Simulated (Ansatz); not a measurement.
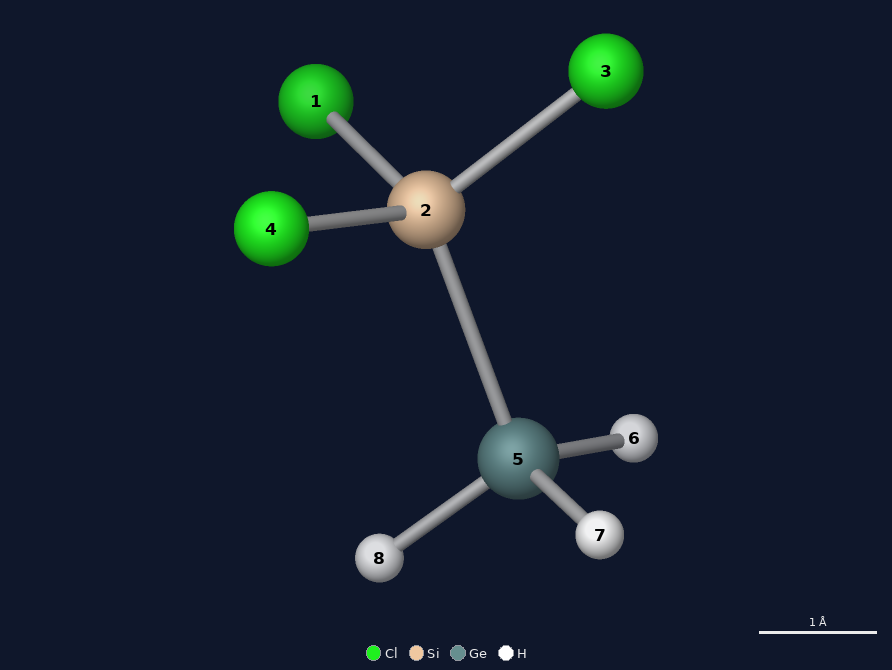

Atoms carry their numbers in the input. The geometry was computed by an optimisation with PBE0-D4/def2-TZVP.

Q: What is the geometry at Ge5?

A: Ge5 has 4 neighbours (Si2 at 2.37, H6 at 1.53, H7 at 1.53, H8 at 1.53 Å); the arrangement is tetrahedral.

Q: What is the geometry at Si2?

A: Si2 has 4 neighbours (Cl1 at 2.04, Cl3 at 2.04, Cl4 at 2.04, Ge5 at 2.37 Å); the arrangement is tetrahedral.
